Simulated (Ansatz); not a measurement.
Consider B2F4H2.

```yaml
atoms:
  - { symbol: B, position_ang: [-0.5647, -0.1497, 0.6862] }
  - { symbol: F, position_ang: [-1.2752, -1.2724, 0.7197] }
  - { symbol: F, position_ang: [-0.6780, 0.7545, 1.6535] }
  - { symbol: H, position_ang: [0.7498, -0.4591, 0.5169] }
  - { symbol: B, position_ang: [0.5647, 0.1497, -0.6862] }
  - { symbol: F, position_ang: [0.6780, -0.7545, -1.6536] }
  - { symbol: F, position_ang: [1.2752, 1.2724, -0.7197] }
  - { symbol: H, position_ang: [-0.7498, 0.4591, -0.5169] }
```

Geometry: PBE0-D4/def2-SVP.

Method: RKS PBE0-D4/def2-TZVP (Ansatz).

What can the converged electron density and electron localisation function tell about the bonding?

B–F (1.33 Å): ρ at the midpoint is about 2.2 e/Å³; the ELF peaks at about 0.85 between the atoms (a shared but strongly polarised pair).
B–B (1.80 Å): ρ is about 0.74 e/Å³ halfway; the ELF peaks at about 0.70 between the atoms.

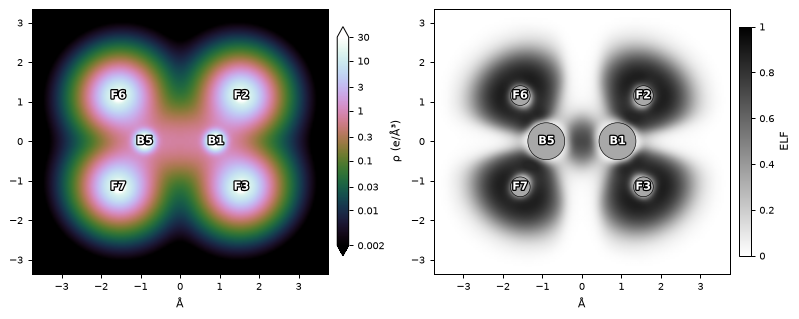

Computed electron density and electron localisation function on the plane of atoms F2, B1 and B5, in this order. Grey discs cover the atomic cores in the ELF map. 
